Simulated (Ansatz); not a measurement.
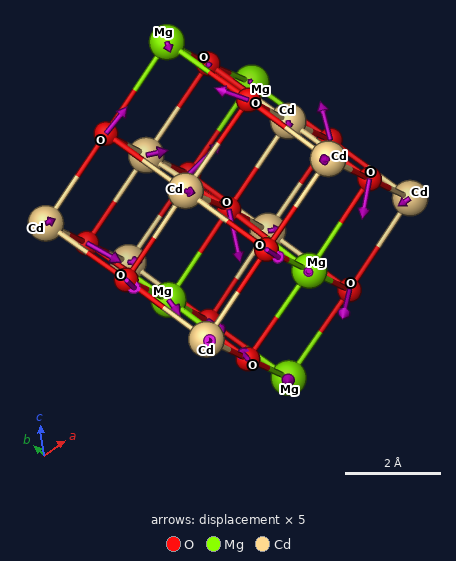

A relaxation of crystalline O$_{64}$Mg$_{12}$Cd$_{52}$ (a generated structure, set up in P1). The starting structure is drawn; purple arrows show the displacements (the part carried along by the change of the cell is left out), magnified 5 times.

Style: ball-and-stick. Shown: the atoms within 4.2 Å of the atom that moves most (axes of the cell of the calculation (origin shifted)), slightly off an axis.

These are results of DFT, PBEsol, PAW, plane waves (Ansatz), not measurements. (plane-wave cutoff 420 eV; k-point mesh 1 × 1 × 1; mesh shifted by (0.5, 0.5, 0.5); no spin polarisation; cell relaxed at fixed shape; force threshold 0.03 eV/Å; at most 80 steps)

**Which element moves most?**

Oxygen: up to 0.24 Å, against 0.11 Å for cadmium.

**What happened in the run?**

The largest move relative to the cell is that of an O atom, 0.24 Å roughly along −c. Largest moves by element: O 0.24 Å, Cd 0.11 Å, Mg 0.09 Å. The drawn cell changes as follows: a = b = c 13.011 → 13.053 Å (+0.3 %); the volume changes by +1.0 %. Among the contacts that change: Mg–O 2.339 → 2.159 Å, Mg–O 2.350 → 2.172 Å, Mg–O 2.316 → 2.141 Å, Mg–O 2.306 → 2.131 Å. Bond angles that change, for instance: Cd–O–Cd 92.2° → 83.3°, Cd–O–Cd 177.1° → 170.0°, Cd–O–Cd 91.8° → 85.9°. The space group stays P1 (No. 1). After 6 geometry steps the energy has fallen by 4.819 eV per cell of the calculation. Largest force component: 1.4 eV/Å at the start, 0.0029 eV/Å at the end. Pressure: 3.50 GPa at the start and 0.00 GPa at the end.
